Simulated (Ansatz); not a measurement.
KAg$_{4}$Sb$_{3}$

Input

```
crystal:
  lattice:
    - [4.8962083235, 0.0, 0.0]
    - [0.0, 4.8962083235, 0.0]
    - [0.0, 0.0, 8.7932320884]
  atoms:
    - { symbol: K, position: [0.0, 0.0, 0.5] }
    - { symbol: Ag, position: [0.0, 0.5, 0.1751219464] }
    - { symbol: Ag, position: [0.5, 0.0, 0.1751219464] }
    - { symbol: Ag, position: [0.0, 0.5, 0.8248780536] }
    - { symbol: Ag, position: [0.5, 0.0, 0.8248780536] }
    - { symbol: Sb, position: [0.5, 0.5, 0.33713018] }
    - { symbol: Sb, position: [0.5, 0.5, 0.66286982] }
    - { symbol: Sb, position: [0.0, 0.0, 0.0] }
basis:
  ecutwfc: 420
kpoints:
  mp_grid: { grid: [8, 8, 4] }
  band_path:
    path:
      - [[0.0, 0.0, 0.0], [0.0, 0.5, 0.0], [0.5, 0.5, 0.0], [0.0, 0.0, 0.0], [0.0, 0.0, 0.5], [0.0, 0.5, 0.5], [0.5, 0.5, 0.5], [0.0, 0.0, 0.5]]
      - [[0.0, 0.5, 0.0], [0.0, 0.5, 0.5]]
      - [[0.5, 0.5, 0.0], [0.5, 0.5, 0.5]]
    npoints: 14
hamiltonian:
  xc: pbe
scf:
  occupations: { method: gaussian, width: 0.1 }
  n_extra_bands: 20
output:
  forces: true
  stress: true
  eigenvalues: true
  populations: true
  dos: { projected: true, de: 0.02, nscf_kmesh: { grid: [10, 10, 5] } }
  bader: true
  write_density: true
  write_potential: true
  elf: true
  volumetric_format: npy
```

Command:

```sh
ansatz run input.yaml --threads 1 --pin off --max-ram 2560MiB --backend cpu --events-out ev --progress --plain --runs-dir out
```

Below, planes, directions and counts refer to the conventional cell (a = 4.90 Å, b = 4.90 Å, c = 8.79 Å, α = 90.00°, β = 90.00°, γ = 90.00°).

Space group P4/mmm; a structure generated by program, which may or may not match a known phase.

These are results of DFT PBE, scalar-relativistic, plane waves, PAW (Ansatz), not measurements.

### Predict the valence pseudo-density and electron localisation function between the atoms.

K–Ag (3.76 Å): ρ is about 0.04 e/Å³ halfway, with its minimum of 0.04 e/Å³ about 1.7 Å from K; the ELF is about 0.05 at the midpoint; no shared electron pair shows on this line.
Ag–Sb (2.89 Å): ρ at the midpoint is about 0.26 e/Å³; the ELF is about 0.35 at the midpoint (no shared electron pair shows on this line).
Bader's partition of the density gives K +0.77, Ag −0.10 and Sb −0.19 to +0.01 e.

### How much charge does the calculation move between the atoms?

Electrons move from K towards Ag and Sb. Bader charges: K +0.77, Ag −0.10 and Sb −0.19 to +0.01 e.

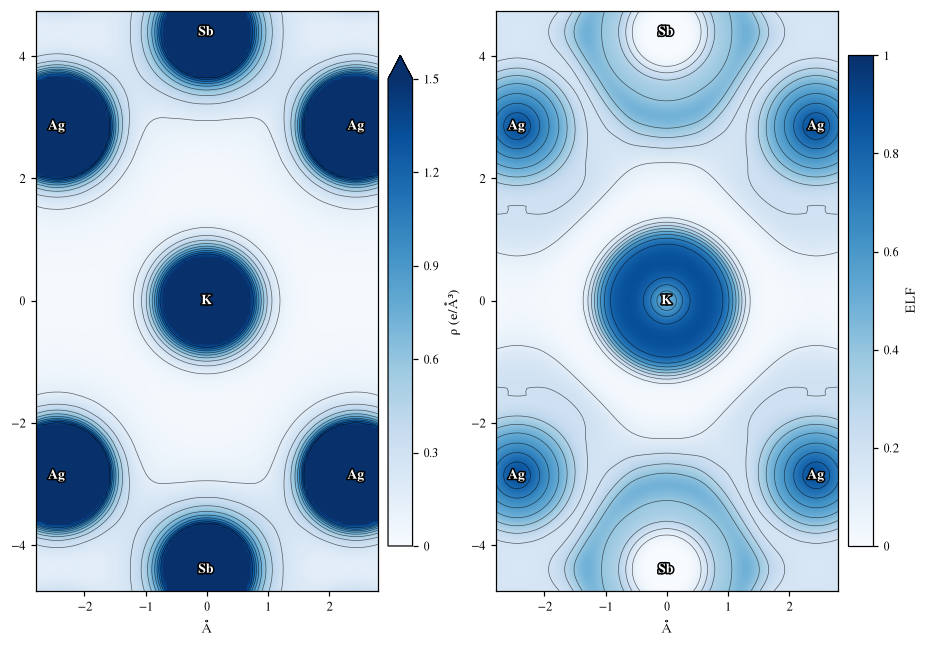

Computed valence pseudo-density and electron localisation function on the (100) plane of the conventional cell, in this order. 

In a PAW calculation such maps are meaningful between the atoms, not at the nuclei.
